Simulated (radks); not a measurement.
Level of theory: scalar-relativistic Kohn-Sham, r2SCAN, spin-polarised, spherical densities, finite nucleus. Computed with the in-house radial solver radks. The occupation of the 5p shell is varied from I³⁺ ([Kr] 4d10 5s2 5p2 (high spin)) to I²⁺ ([Kr] 4d10 5s2 5p3 (high spin)), with spherical fractional occupations. Wanted, and plotted below: the total energy less the straight line between the end points.

The curve is convex (below the straight line), with the largest deviation among the points computed, −1.19 eV, at 0.5. The end points differ by 30.7 eV, the energy to take the electron out. Convexity is the mark of the delocalisation error, which puts fractional charges too low; for p, d and f shells the spherical spreading of the fraction adds to it.

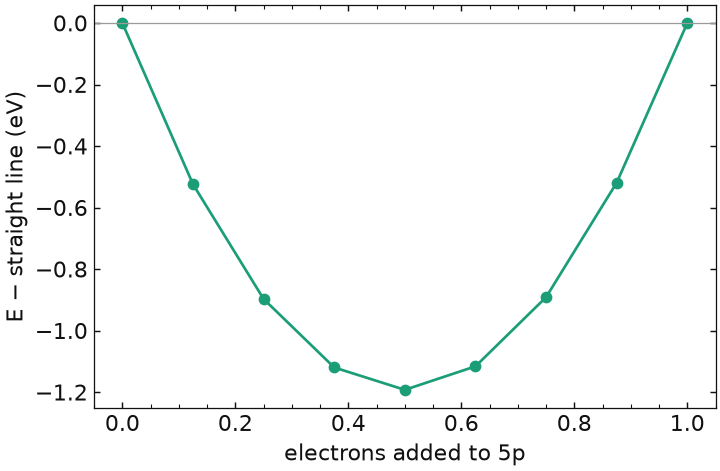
